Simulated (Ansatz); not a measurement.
**CH6BNOSSi: geometry relaxation (part 2 of 2)**

Continued. System: CH6BNOSSi. Method: RKS r2SCAN-D4/6-31G (Ansatz 0.2.0). It belongs to a series of runs on one base structure; here: end point B relaxed.

Geometry of the input (Å):
```
C  -0.7550  -1.1024  1.7006
S  0.1400  0.3306  2.3793
B  1.0198  0.7099  0.7556
O  2.0342  0.3051  -0.3077
Si 0.8261  1.1848  -1.1684
N  -0.1842  0.0894  -2.1194
H  -0.0918  -1.8205  1.2698
H  -1.4578  -0.6753  0.8960
H  -1.3970  -1.5066  2.5409
H  1.5399  2.2532  -1.8548
H  -0.0249  0.3066  -3.1144
H  0.1922  -0.8770  -1.9577
```

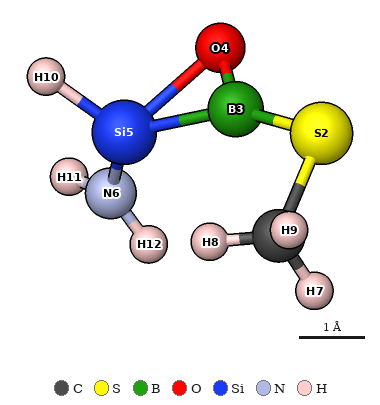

Figure 1. The geometry at step 19 of the log (ball-and-stick view, seen at a tilt; atoms are numbered from 1 in the order of the input).

Trajectory as extended XYZ, continued:
```
12
Properties=species:S:1:pos:R:3:forces:R:3 step=8 energy=-24054.44155
C    -0.8836   -1.1113    1.8797    0.1876   0.0240  -0.0952
S     0.6967   -0.0870    2.3392   -0.4006  -0.3580  -0.4988
B     1.1533    0.4782    0.6444    0.7593   0.4833  -0.2605
O     2.2649    0.8203   -0.0419   -1.0019  -0.3641   0.4331
Si    0.5169    1.1419   -1.1545    0.3363  -0.3190  -0.0926
N     0.2665    0.0341   -2.4921   -0.1347   0.0844  -0.0918
H    -0.5547   -2.0568    1.4083   -0.1871   0.4592   0.2371
H    -1.5259   -0.5255    1.2017    0.2843  -0.1272   0.1745
H    -1.4106   -1.3079    2.8201    0.1530   0.0340  -0.1273
H     1.0014    2.4192   -1.7739   -0.1404   0.0621   0.0837
H     0.6340    0.1828   -3.4320   -0.1776  -0.1163   0.3808
H    -0.3174   -0.7904   -2.3793    0.3217   0.1378  -0.1430
12
Properties=species:S:1:pos:R:3:forces:R:3 step=9 energy=-24054.53170
C    -0.8695   -1.0833    1.8918   -0.0295   0.1177  -0.0312
S     0.7775   -0.2074    2.3185   -0.2186  -0.2187  -0.1058
B     1.1414    0.4316    0.6486    0.1623   0.1847  -0.1138
O     2.2091    0.7981   -0.0597   -0.0759  -0.0280  -0.0510
Si    0.4830    1.0814   -1.1375    0.2128  -0.1201   0.0440
N     0.2843    0.0361   -2.5260   -0.0802   0.0246   0.0625
H    -0.6313   -2.0861    1.5075   -0.1439   0.2873   0.1140
H    -1.3719   -0.4667    1.1269    0.0323  -0.3083   0.2855
H    -1.4623   -1.1454    2.8148    0.1607   0.0430  -0.2682
H     0.8371    2.4416   -1.6623   -0.1299  -0.0194   0.0234
H     0.6396    0.2505   -3.4503   -0.0468  -0.0338   0.1079
H    -0.1955   -0.8526   -2.4526    0.1570   0.0709  -0.0673
12
Properties=species:S:1:pos:R:3:forces:R:3 step=10 energy=-24054.57273
C    -0.8978   -1.0501    1.9188   -0.1930  -0.1092  -0.0903
S     0.8124   -0.3066    2.2436    0.1661  -0.1175   0.3011
B     1.2344    0.3930    0.6208   -0.7159  -0.0230  -0.2926
O     2.2547    0.8216   -0.1112    0.3854   0.0946  -0.0375
Si    0.4940    1.0347   -1.1326   -0.0371  -0.0124   0.1957
N     0.3297    0.0346   -2.5516   -0.0044  -0.1281  -0.0314
H    -0.7663   -2.0650    1.5287   -0.0177   0.1224   0.0496
H    -1.4467   -0.4354    1.1984    0.1056   0.0305   0.0263
H    -1.4398   -1.0854    2.8707    0.2077   0.0766  -0.0979
H     0.6503    2.4567   -1.5926    0.0063  -0.1011  -0.0152
H     0.6391    0.3148   -3.4730   -0.0254  -0.0183   0.0223
H    -0.0226   -0.9150   -2.5002    0.1224   0.1854  -0.0301
12
Properties=species:S:1:pos:R:3:forces:R:3 step=11 energy=-24054.60827
C    -0.9005   -1.0182    1.9364   -0.1612  -0.1947   0.0674
S     0.8898   -0.4485    2.2207   -0.0541  -0.0139  -0.1214
B     1.2140    0.3404    0.6081   -0.1828   0.0180  -0.1673
O     2.2105    0.8473   -0.1197    0.0608  -0.0165   0.1066
Si    0.4306    0.9788   -1.1183    0.1335   0.1004  -0.0858
N     0.3743    0.0315   -2.5864   -0.0862  -0.4840   0.0209
H    -0.8891   -2.0419    1.5335    0.0057   0.2922   0.1138
H    -1.4080   -0.3361    1.2444    0.1626  -0.0545   0.0599
H    -1.3974   -0.9992    2.9121    0.0916  -0.0241  -0.1147
H     0.5078    2.4235   -1.5406   -0.0619  -0.1516   0.0320
H     0.6610    0.3862   -3.4920   -0.0517  -0.0461   0.1308
H     0.1484   -0.9662   -2.5784    0.1438   0.5750  -0.0421
12
Properties=species:S:1:pos:R:3:forces:R:3 step=12 energy=-24054.62684
C    -0.9170   -1.0163    1.9738   -0.0036  -0.0126  -0.0343
S     0.9030   -0.5061    2.1904   -0.0367  -0.0050  -0.0964
B     1.1984    0.3174    0.5862   -0.1866  -0.0390  -0.0600
O     2.2032    0.8522   -0.1134    0.0044   0.0290  -0.0081
Si    0.4374    0.9649   -1.1400    0.1128   0.0225  -0.0205
N     0.4143    0.0346   -2.6198   -0.0312  -0.1735   0.0548
H    -0.9539   -2.0318    1.5617   -0.0054   0.1916   0.0755
H    -1.4039   -0.3012    1.3017    0.0445  -0.1140   0.0630
H    -1.3772   -0.9849    2.9646    0.0572  -0.0132  -0.0741
H     0.4346    2.4167   -1.5367    0.0010  -0.1317   0.0266
H     0.6721    0.4168   -3.5216   -0.0235  -0.0304   0.0930
H     0.2304   -0.9644   -2.6270    0.0672   0.2762  -0.0196
12
Properties=species:S:1:pos:R:3:forces:R:3 step=13 energy=-24054.63809
C    -0.9292   -1.0143    2.0113    0.1029   0.0467   0.0280
S     0.9105   -0.5550    2.1505   -0.0389  -0.0139  -0.0312
B     1.1669    0.2888    0.5549   -0.1167  -0.0518   0.1023
O     2.1740    0.8574   -0.1191    0.0369   0.0258  -0.0675
Si    0.4363    0.9516   -1.1597    0.0876   0.0851  -0.0746
N     0.4483    0.0468   -2.6505    0.0013   0.0384   0.0587
H    -1.0080   -2.0284    1.6176   -0.0219   0.0028   0.0081
H    -1.4194   -0.2988    1.3484   -0.0244  -0.0234   0.0094
H    -1.3441   -0.9573    3.0190    0.0043  -0.0033  -0.0388
H     0.4011    2.4041   -1.5354   -0.0251  -0.0684   0.0253
H     0.6961    0.4546   -3.5412    0.0006   0.0073   0.0034
H     0.3089   -0.9517   -2.6760   -0.0067  -0.0453  -0.0231
12
Properties=species:S:1:pos:R:3:forces:R:3 step=14 energy=-24054.64168
C    -0.9333   -1.0119    2.0356    0.0665   0.0053   0.0501
S     0.9151   -0.5897    2.1286   -0.0306   0.0013  -0.0131
B     1.1455    0.2744    0.5424   -0.0646  -0.0732   0.0663
O     2.1601    0.8487   -0.1239    0.0133   0.0622  -0.0859
Si    0.4480    0.9458   -1.1762    0.0537   0.0296   0.0154
N     0.4778    0.0559   -2.6735   -0.0157   0.0612   0.0231
H    -1.0441   -2.0312    1.6652   -0.0076  -0.0174   0.0005
H    -1.4274   -0.3029    1.3705   -0.0209   0.0148  -0.0129
H    -1.3245   -0.9274    3.0502   -0.0138  -0.0019  -0.0223
H     0.3584    2.3986   -1.5267    0.0124  -0.0193   0.0011
H     0.7156    0.4805   -3.5586    0.0070   0.0051  -0.0124
H     0.3502   -0.9431   -2.7138    0.0002  -0.0676  -0.0100
12
Properties=species:S:1:pos:R:3:forces:R:3 step=15 energy=-24054.64316
C    -0.9365   -1.0157    2.0583   -0.0085  -0.0258  -0.0121
S     0.9144   -0.6096    2.1136    0.0110   0.0025   0.0073
B     1.1289    0.2588    0.5285   -0.0264  -0.0073   0.0359
O     2.1437    0.8505   -0.1338    0.0023  -0.0052  -0.0155
Si    0.4573    0.9474   -1.1889    0.0106   0.0080   0.0190
N     0.4899    0.0666   -2.6908    0.0067   0.0004  -0.0188
H    -1.0650   -2.0438    1.7147    0.0110   0.0227   0.0132
H    -1.4340   -0.3192    1.3814   -0.0098   0.0014  -0.0048
H    -1.3182   -0.9021    3.0738    0.0123   0.0032  -0.0152
H     0.3520    2.4005   -1.5267   -0.0003  -0.0002  -0.0048
H     0.7298    0.4998   -3.5717   -0.0044  -0.0064  -0.0053
H     0.3790   -0.9356   -2.7387   -0.0044   0.0068   0.0010
12
Properties=species:S:1:pos:R:3:forces:R:3 step=16 energy=-24054.64369
C    -0.9355   -1.0187    2.0566   -0.0163  -0.0035   0.0017
S     0.9129   -0.6032    2.1203    0.0064   0.0064  -0.0120
B     1.1268    0.2600    0.5325   -0.0009  -0.0006   0.0017
O     2.1445    0.8443   -0.1346   -0.0026  -0.0054   0.0066
Si    0.4630    0.9502   -1.1875    0.0050   0.0029   0.0072
N     0.4879    0.0696   -2.6902   -0.0022   0.0046  -0.0129
H    -1.0556   -2.0532    1.7312    0.0080   0.0106   0.0060
H    -1.4319   -0.3367    1.3633    0.0050  -0.0097   0.0044
H    -1.3249   -0.8884    3.0670   -0.0003   0.0002  -0.0109
H     0.3614    2.4031   -1.5274    0.0005   0.0002   0.0008
H     0.7236    0.5023   -3.5726   -0.0011  -0.0047   0.0051
H     0.3693   -0.9315   -2.7388   -0.0016  -0.0009   0.0023
12
Properties=species:S:1:pos:R:3:forces:R:3 step=17 energy=-24054.64404
C    -0.9350   -1.0248    2.0541   -0.0232   0.0087  -0.0053
S     0.9094   -0.5917    2.1265    0.0043  -0.0006  -0.0058
B     1.1273    0.2625    0.5351   -0.0144   0.0022  -0.0150
O     2.1498    0.8368   -0.1346    0.0146   0.0052   0.0043
Si    0.4732    0.9580   -1.1861   -0.0165  -0.0150   0.0014
N     0.4800    0.0747   -2.6881    0.0042   0.0093   0.0018
H    -1.0389   -2.0712    1.7626   -0.0003   0.0182   0.0082
H    -1.4285   -0.3717    1.3304    0.0205  -0.0230   0.0204
H    -1.3400   -0.8640    3.0542    0.0041  -0.0031  -0.0211
H     0.3790    2.4112   -1.5270    0.0066  -0.0011   0.0024
H     0.7162    0.5027   -3.5726    0.0004   0.0002   0.0031
H     0.3490   -0.9249   -2.7346   -0.0004  -0.0010   0.0057
12
Properties=species:S:1:pos:R:3:forces:R:3 step=18 energy=-24054.64425
C    -0.9337   -1.0273    2.0530   -0.0272   0.0005   0.0024
S     0.9102   -0.5923    2.1267   -0.0055  -0.0050  -0.0092
B     1.1257    0.2612    0.5352    0.0336   0.0178  -0.0214
O     2.1500    0.8345   -0.1347   -0.0194  -0.0105   0.0190
Si    0.4732    0.9598   -1.1845   -0.0053  -0.0066  -0.0105
N     0.4773    0.0783   -2.6875   -0.0021  -0.0002   0.0049
H    -1.0349   -2.0810    1.7868    0.0007   0.0263   0.0097
H    -1.4216   -0.3927    1.3091    0.0196  -0.0229   0.0218
H    -1.3467   -0.8417    3.0456    0.0040  -0.0048  -0.0240
H     0.3852    2.4136   -1.5236   -0.0007   0.0007   0.0019
H     0.7146    0.5063   -3.5715    0.0008   0.0012   0.0017
H     0.3421   -0.9209   -2.7348    0.0015   0.0035   0.0038
12
Properties=species:S:1:pos:R:3:forces:R:3 step=19 energy=-24054.64452
C    -0.9331   -1.0313    2.0533   -0.0457  -0.0096   0.0035
S     0.9120   -0.6002    2.1217   -0.0085  -0.0128  -0.0001
B     1.1257    0.2586    0.5331    0.0310   0.0104  -0.0018
O     2.1508    0.8325   -0.1342   -0.0124  -0.0042   0.0057
Si    0.4735    0.9627   -1.1833   -0.0059   0.0003  -0.0115
N     0.4748    0.0844   -2.6878   -0.0016  -0.0067   0.0032
H    -1.0352   -2.0958    1.8295    0.0042   0.0609   0.0151
H    -1.4116   -0.4260    1.2785    0.0225  -0.0361   0.0399
H    -1.3551   -0.8035    3.0343    0.0169  -0.0115  -0.0535
H     0.3887    2.4177   -1.5179   -0.0029   0.0011  -0.0001
H     0.7129    0.5134   -3.5712    0.0006   0.0004  -0.0011
H     0.3380   -0.9146   -2.7362    0.0019   0.0077   0.0007
12
Properties=species:S:1:pos:R:3:forces:R:3 step=20 energy=-24054.64480
C    -0.9328   -1.0322    2.0533   -0.0485  -0.0131   0.0069
S     0.9144   -0.6100    2.1176   -0.0092  -0.0094  -0.0029
B     1.1279    0.2556    0.5323    0.0227   0.0097   0.0015
O     2.1514    0.8332   -0.1336   -0.0115  -0.0048   0.0022
Si    0.4718    0.9625   -1.1820   -0.0033   0.0019  -0.0061
N     0.4748    0.0875   -2.6883   -0.0009  -0.0038   0.0010
H    -1.0394   -2.1009    1.8530    0.0058   0.0611   0.0133
H    -1.4059   -0.4424    1.2634    0.0254  -0.0332   0.0404
H    -1.3576   -0.7807    3.0274    0.0196  -0.0122  -0.0563
H     0.3847    2.4180   -1.5138   -0.0019   0.0008   0.0010
H     0.7121    0.5187   -3.5708    0.0003  -0.0001  -0.0004
H     0.3400   -0.9116   -2.7386    0.0015   0.0031  -0.0006
12
Properties=species:S:1:pos:R:3:forces:R:3 step=21 energy=-24054.64515
C    -0.9321   -1.0341    2.0525   -0.0611  -0.0091   0.0115
S     0.9197   -0.6314    2.1088    0.0008   0.0005  -0.0040
B     1.1320    0.2522    0.5326   -0.0032  -0.0171   0.0035
O     2.1520    0.8322   -0.1344    0.0036   0.0095   0.0014
Si    0.4670    0.9621   -1.1784   -0.0022   0.0059   0.0022
N     0.4734    0.0935   -2.6884    0.0040  -0.0012   0.0002
H    -1.0486   -2.1100    1.8999    0.0079   0.0769   0.0122
H    -1.3911   -0.4752    1.2316    0.0230  -0.0413   0.0526
H    -1.3627   -0.7333    3.0108    0.0306  -0.0220  -0.0781
H     0.3753    2.4188   -1.5041    0.0014  -0.0009  -0.0009
H     0.7099    0.5291   -3.5690   -0.0017   0.0005   0.0011
H     0.3466   -0.9063   -2.7422   -0.0032  -0.0017  -0.0017
12
Properties=species:S:1:pos:R:3:forces:R:3 step=22 energy=-24054.64525
C    -0.9313   -1.0354    2.0517   -0.0696  -0.0200   0.0155
S     0.9221   -0.6402    2.1062   -0.0022  -0.0026  -0.0111
B     1.1355    0.2437    0.5304   -0.0054   0.0252   0.0157
O     2.1519    0.8369   -0.1304    0.0014  -0.0159  -0.0053
Si    0.4666    0.9617   -1.1761    0.0049  -0.0056  -0.0033
N     0.4752    0.0972   -2.6885   -0.0101   0.0040  -0.0050
H    -1.0508   -2.1154    1.9328    0.0074   0.0837   0.0108
H    -1.3838   -0.5017    1.2104    0.0317  -0.0396   0.0584
H    -1.3672   -0.7027    2.9973    0.0350  -0.0267  -0.0836
H     0.3742    2.4191   -1.4990   -0.0025  -0.0010   0.0050
H     0.7071    0.5363   -3.5686    0.0036  -0.0025   0.0020
H     0.3420   -0.9016   -2.7464    0.0059   0.0010   0.0007
12
Properties=species:S:1:pos:R:3:forces:R:3 step=23 energy=-24054.64558
C    -0.9309   -1.0371    2.0511   -0.0621  -0.0110   0.0182
S     0.9226   -0.6425    2.1049   -0.0037  -0.0036  -0.0095
B     1.1349    0.2466    0.5319    0.0018   0.0020  -0.0015
O     2.1533    0.8326   -0.1322   -0.0050  -0.0023   0.0011
Si    0.4669    0.9630   -1.1754    0.0002   0.0007   0.0023
N     0.4714    0.0998   -2.6887    0.0035  -0.0008   0.0004
H    -1.0512   -2.1182    1.9484    0.0123   0.0690   0.0077
H    -1.3806   -0.5162    1.2008    0.0285  -0.0308   0.0472
H    -1.3692   -0.6898    2.9897    0.0254  -0.0235  -0.0673
H     0.3749    2.4208   -1.4964    0.0008  -0.0003   0.0011
H     0.7079    0.5383   -3.5678   -0.0016   0.0003   0.0004
H     0.3414   -0.8995   -2.7464   -0.0001   0.0003   0.0000
12
Properties=species:S:1:pos:R:3:forces:R:3 step=24 energy=-24054.64585
C    -0.9311   -1.0387    2.0520   -0.0355  -0.0058   0.0032
S     0.9227   -0.6456    2.1031    0.0004  -0.0031   0.0010
B     1.1340    0.2466    0.5321    0.0048  -0.0083  -0.0065
O     2.1537    0.8296   -0.1330   -0.0057   0.0036   0.0051
Si    0.4676    0.9639   -1.1751    0.0001   0.0038  -0.0007
N     0.4710    0.1026   -2.6894    0.0003  -0.0018   0.0013
H    -1.0507   -2.1206    1.9684    0.0069   0.0384   0.0046
H    -1.3765   -0.5337    1.1910    0.0136  -0.0172   0.0260
H    -1.3731   -0.6746    2.9813    0.0158  -0.0111  -0.0342
H     0.3771    2.4222   -1.4939   -0.0001   0.0006  -0.0013
H     0.7053    0.5427   -3.5684    0.0000   0.0002   0.0017
H     0.3414   -0.8966   -2.7484   -0.0006   0.0007  -0.0002
12
Properties=species:S:1:pos:R:3:forces:R:3 step=25 energy=-24054.64608
C    -0.9309   -1.0406    2.0523   -0.0137  -0.0043  -0.0019
S     0.9243   -0.6546    2.0990    0.0033  -0.0027   0.0019
B     1.1336    0.2421    0.5305    0.0046   0.0007  -0.0006
O     2.1527    0.8288   -0.1324   -0.0001   0.0009  -0.0009
Si    0.4672    0.9653   -1.1739   -0.0049   0.0021   0.0001
N     0.4685    0.1073   -2.6901    0.0123  -0.0013   0.0012
H    -1.0526   -2.1235    2.0005   -0.0005   0.0167   0.0024
H    -1.3696   -0.5603    1.1745    0.0038  -0.0087   0.0128
H    -1.3758   -0.6476    2.9674    0.0045  -0.0039  -0.0132
H     0.3765    2.4243   -1.4894   -0.0010  -0.0003   0.0002
H     0.7062    0.5486   -3.5676   -0.0037   0.0010  -0.0019
H     0.3413   -0.8921   -2.7508   -0.0045  -0.0003   0.0000
12
Properties=species:S:1:pos:R:3:forces:R:3 step=26 energy=-24054.64620
C    -0.9307   -1.0438    2.0530   -0.0306  -0.0059   0.0050
S     0.9273   -0.6697    2.0924    0.0041  -0.0036   0.0030
B     1.1340    0.2370    0.5294    0.0051   0.0022   0.0009
O     2.1524    0.8280   -0.1309    0.0008   0.0026  -0.0025
Si    0.4677    0.9665   -1.1722   -0.0024  -0.0047  -0.0035
N     0.4719    0.1138   -2.6914   -0.0083   0.0027  -0.0036
H    -1.0577   -2.1283    2.0525   -0.0006   0.0498   0.0011
H    -1.3597   -0.6033    1.1488    0.0092  -0.0212   0.0386
H    -1.3799   -0.6039    2.9457    0.0143  -0.0224  -0.0449
H     0.3735    2.4264   -1.4824    0.0016   0.0004   0.0016
H     0.7036    0.5596   -3.5682    0.0022  -0.0024   0.0027
H     0.3391   -0.8846   -2.7569    0.0048   0.0023   0.0016
12
Properties=species:S:1:pos:R:3:forces:R:3 step=27 energy=-24054.64631
C    -0.9308   -1.0441    2.0530    0.0161   0.0044   0.0073
S     0.9282   -0.6733    2.0911   -0.0025  -0.0058  -0.0036
B     1.1347    0.2340    0.5283    0.0025   0.0131   0.0061
O     2.1518    0.8294   -0.1302    0.0019  -0.0048  -0.0034
Si    0.4672    0.9662   -1.1719   -0.0016  -0.0066  -0.0037
N     0.4725    0.1151   -2.6919   -0.0087   0.0035  -0.0050
H    -1.0602   -2.1264    2.0619   -0.0007  -0.0136   0.0000
H    -1.3586   -0.6114    1.1467   -0.0061   0.0053  -0.0124
H    -1.3790   -0.5967    2.9402   -0.0091   0.0052   0.0078
H     0.3720    2.4263   -1.4809    0.0003   0.0000   0.0033
H     0.7037    0.5619   -3.5683    0.0025  -0.0027   0.0021
H     0.3400   -0.8833   -2.7584    0.0054   0.0020   0.0015
12
Properties=species:S:1:pos:R:3:forces:R:3 step=28 energy=-24054.64640
C    -0.9308   -1.0451    2.0543    0.0005  -0.0002   0.0006
S     0.9298   -0.6816    2.0865   -0.0035  -0.0026   0.0014
B     1.1343    0.2324    0.5274    0.0021   0.0057   0.0023
O     2.1511    0.8278   -0.1315    0.0032  -0.0030   0.0004
Si    0.4660    0.9667   -1.1716   -0.0055  -0.0017  -0.0012
N     0.4704    0.1187   -2.6933    0.0056   0.0003  -0.0022
H    -1.0633   -2.1273    2.0846   -0.0004   0.0085  -0.0002
H    -1.3555   -0.6292    1.1379   -0.0001  -0.0040   0.0062
H    -1.3801   -0.5783    2.9317    0.0029  -0.0032  -0.0086
H     0.3703    2.4274   -1.4770   -0.0011  -0.0006   0.0010
H     0.7044    0.5669   -3.5683   -0.0017  -0.0004  -0.0001
H     0.3449   -0.8805   -2.7609   -0.0021   0.0013   0.0005
12
Properties=species:S:1:pos:R:3:forces:R:3 step=29 energy=-24054.64643
C    -0.9305   -1.0458    2.0542   -0.0050  -0.0014   0.0012
S     0.9311   -0.6871    2.0844   -0.0054  -0.0003   0.0002
B     1.1345    0.2316    0.5278    0.0058  -0.0022  -0.0026
O     2.1513    0.8265   -0.1316    0.0003   0.0011   0.0033
Si    0.4657    0.9664   -1.1707   -0.0047   0.0002  -0.0012
N     0.4709    0.1209   -2.6939    0.0012  -0.0010  -0.0004
H    -1.0653   -2.1272    2.1015    0.0005   0.0143  -0.0006
H    -1.3524   -0.6437    1.1301    0.0032  -0.0059   0.0113
H    -1.3811   -0.5641    2.9230    0.0045  -0.0060  -0.0120
H     0.3683    2.4276   -1.4737    0.0007   0.0001  -0.0001
H     0.7039    0.5706   -3.5683   -0.0007   0.0001   0.0006
H     0.3449   -0.8781   -2.7630   -0.0005   0.0010   0.0003
```

Summary:

```tsv
quantity	value
outcome	converged
total energy	−24054.6464 eV
mean-field energy	−24054.5739 eV
largest force (length of the vector) at the end	0.014 eV/Å
hardware	1 thread of Arm Neoverse V1, 24 GiB of memory available, shared host
wall time	5.1 min
peak memory	0.26 GiB
```
